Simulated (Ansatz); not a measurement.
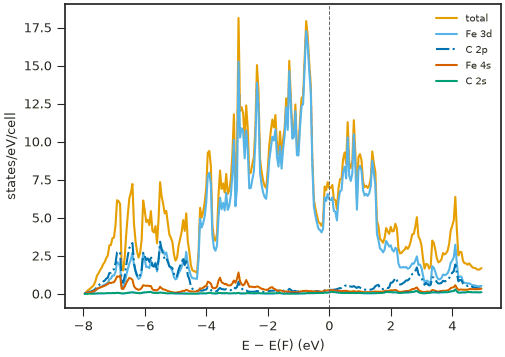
Figure: Total and projected density of states of Fe$_{3}$C in space group P6_322 (No. 182; Fe on 6g, C on 2c), PBEsol in the plane-wave PAW code Ansatz

**Question.** Which orbitals carry the states next to the Fermi level?

**Answer.** Within 0.5 eV of the Fermi level: Fe 3d 90 %. Projections are on Löwdin-orthogonalised atomic valence shells; empty p or d shells of many metals are not among them.

**Question.** Where is the tallest occupied peak in this window, and what makes it?

**Answer.** Near -2.9 eV, about 18 states/eV per cell; the largest projected share is Fe 3d.

The workflow started from a Materials Project entry (that database holds measured and hypothetical structures alike); the Crystallography Open Database copy checked does not list it. COD files the formula under space group No. 62. Its standing as an ambient phase is unchecked. The cell was relaxed with PBEsol under the symmetry of its start; whether a distortion lowers the energy is not shown. The final state is ferromagnetic, chosen from 4 collinear starts compared on coarse meshes (ties went to the first, and starts can fall back to one state), not a proven ground state.

Potentials: the earlier of the program's two PAW sets. The files were generated under PBE; for other functionals the program regenerates the frozen cores, and for LDA and PBEsol the local potential too.
